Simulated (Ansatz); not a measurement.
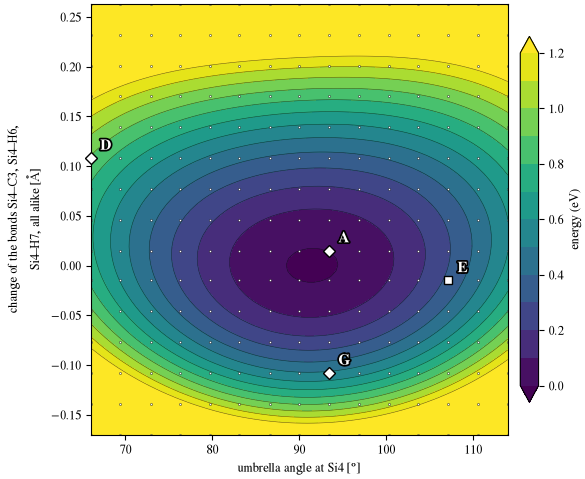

CH₃BSi₂, SMILES B=[Si]=C=[SiH2]. The first coordinate is: umbrella angle at Si4 (between each of its bonds and their common axis; 90 is planar); the second: change of the bonds Si4–C3, Si4–H6, Si4–H7, all alike. Nothing is relaxed (all other coordinates rigid). Grid: 15 × 15 points. Points are written as (first, second). All energies are given in eV relative to the lowest grid point. Method: Ansatz 0.2.0, RKS PBE0-D4/def2-TZVP.

The picture shows filled contours, dots at the grid points, one colour for all values above the top of the scale, lettered points. Between grid points the surface is interpolated.

Is E the lowest point of the computed grid?

Answer. No. E lies 0.32 eV above the lowest grid point, which is at (90.0°, 0.015 Å).

What kind of point is each of E, G: minimum, saddle, maximum or slope?

Answer. E: on a slope; G: on a slope. (In these two coordinates alone; a stationary point may lie a little off the grid point.)

Rank the lettered points by energy, lowest first.

Answer. A (0.0010 eV), E (0.32 eV), G (0.52 eV), D (0.89 eV).
